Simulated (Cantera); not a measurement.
Feed: 1 mol C₆H₆, 0.61 mol H₂O, 18 mol N₂, at 1 atm.

Equilibrium computed with Cantera from the NASA thermochemical tables; the gas is ideal and each condensed phase is pure. Candidate condensed phases: C, C₆H₆, C₇H₈, C₈H₁₈, H₂O; 136 gas species. The numbers say what is thermodynamically allowed, not how fast it happens.

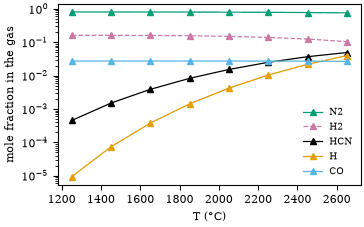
Equilibrium gas composition (values under 1e-9 drawn at 1e-9)

**Question.** Read off the mole fractions at 1852 °C.

**Answer.** N₂ about 0.81, H₂ about 0.16, CO about 0.027, HCN about 0.0083, H about 0.0014.
